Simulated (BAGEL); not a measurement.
**One shape, several levels: C3HCl (SMILES C#C[C]Cl)**

We compute a comparison of 5 runs (UHF/STO-3G, UHF/3-21G, ROHF/6-31G*, ROHF/6-311+G**, UHF/6-311+G**) of C3HCl. 

The calculation is run with BAGEL 1.2.2.

### Step 1. The structure to begin with

C3HCl: 5 atoms, total charge 0, spin state triplet. As SMILES, `C#C[C]Cl`. One bond was lengthened or shortened from a relaxed shape.

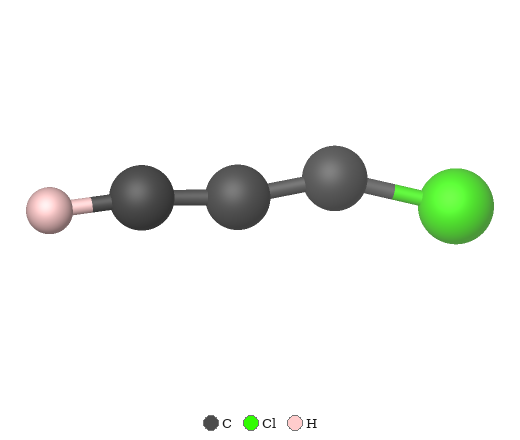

The structure, seen from a chosen angle (carbon dark grey, chlorine green, hydrogen pink).

### Step 2. The energy at UHF/STO-3G (density fitting with qzvpp-jkfit) (run 1)

File job.json:

```json
{ "bagel" : [

{
  "title" : "molecule",
  "basis" : "sto-3g",
  "df_basis" : "qzvpp-jkfit",
  "angstrom" : "true",
  "geometry" : [
    { "atom" : "C", "xyz" : [    1.058264,    0.517194,    0.268449 ] },
    { "atom" : "C", "xyz" : [   -0.033136,   -0.038246,    0.010219 ] },
    { "atom" : "C", "xyz" : [   -1.084556,   -0.762166,   -0.086321 ] },
    { "atom" : "Cl", "xyz" : [   -2.548266,   -1.194706,   -0.644351 ] },
    { "atom" : "H", "xyz" : [    2.076540,    1.148590,    0.389080 ] }
  ]
},
{
  "title" : "uhf",
  "nopen" : 2
},
{
  "title" : "print",
  "file" : "orbitals.molden",
  "orbitals" : "true"
}

]}
```

Started as:

```bash
$ BAGEL_NUM_THREADS=1 BAGEL job.json > job.out
```

The program printed:

```text
* using 1 threads per process

  ===============================================================
  ===============================================================

  *** Geometry ***

  { "atom" : "C", "xyz" : [      1.999829,      0.977355,      0.507295 ] },
  { "atom" : "C", "xyz" : [     -0.062618,     -0.072274,      0.019311 ] },
  { "atom" : "C", "xyz" : [     -2.049514,     -1.440285,     -0.163123 ] },
  { "atom" : "Cl", "xyz" : [     -4.815525,     -2.257667,     -1.217647 ] },
  { "atom" : "H", "xyz" : [      3.924092,      2.170521,      0.735255 ] },

  Number of auxiliary basis functions:      371

  Since a DF basis is specified, we compute 2- and 3-index integrals:
    o Being stored without compression. Storage requirement is 0.002 GB

  Number of basis functions:       25
  Number of electrons      :       36

    * METHOD: MOLECULE                             0.09

  *** Open-shell HF ***

  === Nuclear Repulsion ===
   109.5159840761

      * DIIS with orbital gradients will be used.

  === UHF iteration (sto-3g) ===
      0       -567.06297898          0.02102219           0.02
      1       -567.12811334          0.01131445           0.02
      2       -567.15352671          0.00669152           0.02
      3       -567.16333049          0.00166020           0.02
      4       -567.17310678          0.00075533           0.02
      5       -567.17577937          0.00045626           0.02
      6       -567.17734913          0.00027462           0.02
      7       -567.17764950          0.00011775           0.02
      8       -567.17767356          0.00002441           0.02
      9       -567.17767462          0.00000728           0.02
     10       -567.17767484          0.00000263           0.02
     11       -567.17767488          0.00000124           0.02
     12       -567.17767489          0.00000055           0.02
     13       -567.17767489          0.00000020           0.02
     14       -567.17767489          0.00000010           0.02
     15       -567.17767489          0.00000005           0.02
     16       -567.17767489          0.00000002           0.03
     17       -567.17767489          0.00000001           0.02
     18       -567.17767489          0.00000001           0.02
    * SCF iteration converged.

    * S^2 (UHF) is 2.5007

    * Permanent dipole moment:
           (   -0.633077,    -0.323806,    -0.135601) a.u.

    * METHOD: UHF                                  0.45

    * METHOD: PRINT                                0.00

  ===============================================================
```

Wall time 0.71 s (1 thread of Arm Neoverse V2, shared host).

### Step 3. The energy at UHF/3-21G (density fitting with qzvpp-jkfit) (run 2)

File hf.json:

```json
{ "bagel" : [

{
  "title" : "molecule",
  "basis" : "3-21g",
  "df_basis" : "qzvpp-jkfit",
  "angstrom" : true,
  "geometry" : [
    { "atom" : "C", "xyz" : [    1.058264,    0.517194,    0.268449 ] },
    { "atom" : "C", "xyz" : [   -0.033136,   -0.038246,    0.010219 ] },
    { "atom" : "C", "xyz" : [   -1.084556,   -0.762166,   -0.086321 ] },
    { "atom" : "Cl", "xyz" : [   -2.548266,   -1.194706,   -0.644351 ] },
    { "atom" : "H", "xyz" : [    2.076540,    1.148590,    0.389080 ] }
  ]
},
{
  "title" : "uhf",
  "nopen" : 2
},
{
  "title" : "print",
  "file" : "orbitals.molden",
  "orbitals" : true
}

]}
```

Started as:

```bash
$ BAGEL_NUM_THREADS=1 BAGEL hf.json > hf.out
```

The program printed:

```text
* using 1 threads per process

  ===============================================================
  ===============================================================

  *** Geometry ***

  { "atom" : "C", "xyz" : [      1.999829,      0.977355,      0.507295 ] },
  { "atom" : "C", "xyz" : [     -0.062618,     -0.072274,      0.019311 ] },
  { "atom" : "C", "xyz" : [     -2.049514,     -1.440285,     -0.163123 ] },
  { "atom" : "Cl", "xyz" : [     -4.815525,     -2.257667,     -1.217647 ] },
  { "atom" : "H", "xyz" : [      3.924092,      2.170521,      0.735255 ] },

  Number of auxiliary basis functions:      371

  Since a DF basis is specified, we compute 2- and 3-index integrals:
    o Being stored without compression. Storage requirement is 0.005 GB

  Number of basis functions:       42
  Number of electrons      :       36

    * METHOD: MOLECULE                             0.09

  *** Open-shell HF ***

  === Nuclear Repulsion ===
   109.5159840761

      * DIIS with orbital gradients will be used.

  === UHF iteration (3-21g) ===
      0       -570.55754028          0.03165675           0.04
      1       -570.62988408          0.01616969           0.04
      2       -570.65243991          0.00945514           0.04
      3       -570.66191759          0.00206422           0.04
      4       -570.66846723          0.00095732           0.04
      5       -570.67067383          0.00044641           0.04
      6       -570.67245813          0.00023196           0.04
      7       -570.67271678          0.00014860           0.04
      8       -570.67280670          0.00005441           0.04
      9       -570.67281147          0.00001811           0.04
     10       -570.67281188          0.00000567           0.04
     11       -570.67281190          0.00000382           0.04
     12       -570.67281192          0.00000125           0.04
     13       -570.67281193          0.00000065           0.04
     14       -570.67281193          0.00000035           0.04
     15       -570.67281193          0.00000012           0.04
     16       -570.67281193          0.00000003           0.04
     17       -570.67281193          0.00000001           0.04
     18       -570.67281193          0.00000001           0.04
    * SCF iteration converged.

    * S^2 (UHF) is 2.4049

    * Permanent dipole moment:
           (   -0.479756,    -0.353261,    -0.016265) a.u.

    * METHOD: UHF                                  0.78

    * METHOD: PRINT                                0.00

  ===============================================================
```

It took 1.1 s on 1 thread of Arm Neoverse V2, shared host.

Runs 3 to 4 aren't shown in full; the table further down has their settings and results.

### Step 4. A single-point energy at UHF/6-311+G(d,p) (density fitting with qzvpp-jkfit) (run 5)

File job.json:

```json
{ "bagel" : [

{
  "title" : "molecule",
  "basis" : "6-311+gss.json",
  "df_basis" : "qzvpp-jkfit",
  "angstrom" : "true",
  "geometry" : [
    { "atom" : "C", "xyz" : [       1.058264,       0.517194,       0.268449 ] },
    { "atom" : "C", "xyz" : [      -0.033136,      -0.038246,       0.010219 ] },
    { "atom" : "C", "xyz" : [      -1.084556,      -0.762166,      -0.086321 ] },
    { "atom" : "Cl", "xyz" : [      -2.548266,      -1.194706,      -0.644351 ] },
    { "atom" : "H", "xyz" : [       2.076540,       1.148590,       0.389080 ] }
  ]
},

{
  "title" : "uhf",
  "nopen" : 2
},

{
  "title" : "print",
  "file" : "orbitals.molden",
  "orbitals" : "true"
}

]}
```

The basis set 6-311+G** is read from a file made from the Basis Set Exchange's data (not shown).

Started as:

```bash
$ BAGEL_NUM_THREADS=1 BAGEL job.json > job.out
```

The program printed:

```text
* using 1 threads per process

  ===============================================================
  ===============================================================

  *** Geometry ***

  { "atom" : "C", "xyz" : [      1.999829,      0.977355,      0.507295 ] },
  { "atom" : "C", "xyz" : [     -0.062618,     -0.072274,      0.019311 ] },
  { "atom" : "C", "xyz" : [     -2.049514,     -1.440285,     -0.163123 ] },
  { "atom" : "Cl", "xyz" : [     -4.815525,     -2.257667,     -1.217647 ] },
  { "atom" : "H", "xyz" : [      3.924092,      2.170521,      0.735255 ] },

  Number of auxiliary basis functions:      371

  Since a DF basis is specified, we compute 2- and 3-index integrals:
    o Being stored without compression. Storage requirement is 0.031 GB

  Number of basis functions:      102
  Number of electrons      :       36

    * METHOD: MOLECULE                             0.15

  *** Open-shell HF ***

  === Nuclear Repulsion ===
   109.5159840761

      * DIIS with orbital gradients will be used.

  === UHF iteration (6-311+gss.json) ===
      0       -573.34449468          0.03533856           0.12
      1       -573.48985661          0.02165262           0.12
      2       -573.53138175          0.01151071           0.12
      3       -573.54823430          0.00155543           0.12
      4       -573.55400339          0.00063623           0.12
      5       -573.55676672          0.00036522           0.12
      6       -573.55830908          0.00019328           0.12
      7       -573.55868463          0.00012031           0.12
      8       -573.55879550          0.00008045           0.12
      9       -573.55882562          0.00002685           0.12
     10       -573.55882726          0.00001235           0.12
     11       -573.55882763          0.00000550           0.12
     12       -573.55882769          0.00000210           0.12
     13       -573.55882770          0.00000119           0.12
     14       -573.55882771          0.00000076           0.12
     15       -573.55882772          0.00000046           0.12
     16       -573.55882772          0.00000024           0.12
     17       -573.55882772          0.00000017           0.12
     18       -573.55882772          0.00000010           0.12
     19       -573.55882772          0.00000005           0.12
     20       -573.55882772          0.00000003           0.12
     21       -573.55882772          0.00000001           0.12
     22       -573.55882772          0.00000001           0.12
    * SCF iteration converged.

    * S^2 (UHF) is 2.3810

    * Permanent dipole moment:
           (   -0.366250,    -0.281065,    -0.002331) a.u.

    * METHOD: UHF                                  2.84

    * METHOD: PRINT                                0.02

  ===============================================================
```

Run time: 3.3 s. Hardware: 1 thread of Arm Neoverse V2, shared host.

### Step 5. Overview of the runs

```
run                                                                level  energy (Eh)  dipole moment (D)   ⟨S²⟩  wall time
  1                        UHF/STO-3G (density fitting with qzvpp-jkfit)  -567.177675               1.84  2.501     0.71 s
  2                         UHF/3-21G (density fitting with qzvpp-jkfit)  -570.672812               1.51  2.405      1.1 s
  3  ROHF/6-31G* (density fitting with qzvpp-jkfit, spherical functions)  -573.454801               1.03  2.000      2.4 s
  4                    ROHF/6-311+G** (density fitting with qzvpp-jkfit)  -573.511143               0.80  2.000      4.2 s
  5                     UHF/6-311+G** (density fitting with qzvpp-jkfit)  -573.558828               1.17  2.381      3.3 s
```

### Step 6. Outcome

| quantity | value |
| --- | --- |
| run 5: total energy | -573.55883 Eh |
| run 5: dipole moment | 1.17 D |
| run 5: ⟨S²⟩ | 2.381 |

The dipole moment (its size) runs from 0.80 D (ROHF/6-311+G**) to 1.84 D (UHF/STO-3G). The two ends differ in method and basis. In run 1 the basis is minimal, so the values are rough. Spin contamination of the reference: run 1 ⟨S²⟩ = 2.50, run 2 ⟨S²⟩ = 2.40, run 5 ⟨S²⟩ = 2.38. All runs together took 12 s, the longest 4.2 s.
